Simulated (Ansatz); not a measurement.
# BCl2H3N: the cost of one run

Program: Ansatz 0.2.0. Level of theory: UKS PBE0-D4/def2-SVP. These are calculated values, not measurements.

### Step 1. The starting structure

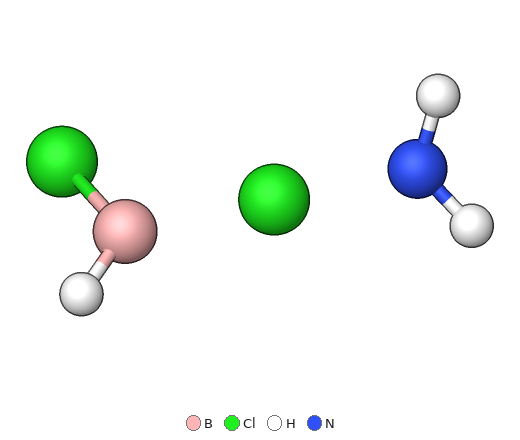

The starting structure, seen from a chosen angle (boron pink, chlorine green, hydrogen white, nitrogen blue).

Coordinates:

```xyz
7

B     0.0000    0.0000    0.0000
Cl    0.0000    0.0000    2.1100
Cl    1.6108    0.0000   -0.9300
H    -1.0305    0.0000   -0.5950
N     0.0000    0.0000    4.1400
H    -0.4960   -0.7725    4.6700
H     0.4960    0.7725    4.6700
```

### Step 2. Pulling towards end A

Springs on the bonds that form and break draw the guess towards this end; the thresholds are loose.

input.yaml reads:

```yaml
crystal:
  periodic: [false, false, false]
  atoms:
    - { symbol: B, position_ang: [0.0, 0.0, 0.0] }
    - { symbol: Cl, position_ang: [0.0, 0.0, 2.11] }
    - { symbol: Cl, position_ang: [1.6108, 0.0, -0.93] }
    - { symbol: H, position_ang: [-1.0305, 0.0, -0.595] }
    - { symbol: "N", position_ang: [0.0, 0.0, 4.14] }
    - { symbol: H, position_ang: [-0.496, -0.7725, 4.67] }
    - { symbol: H, position_ang: [0.496, 0.7725, 4.67] }
magnetization:
  spin_polarized: true
  initial_magnetization: 1
basis:
  gaussian: { orbitals: def2-SVP }
hamiltonian:
  xc: pbe0
  dispersion: d4
relax:
  f_tol: 0.15
  max_steps: 25
  restrain:
    - { distance: [1, 4], at: 2.93, k: 30.0 }
    - { distance: [0, 1], at: 1.86, k: 30.0 }
```

Started as:

```sh
ansatz run input.yaml --threads 2 --pin off --max-ram 3072MiB --backend cpu --events-out ev --progress --plain --runs-dir out
```

What time and memory should one allow on 2 threads of Intel Xeon Platinum 8488C (Sapphire Rapids), shared host?

About 26 s, with a peak of 0.23 GiB.
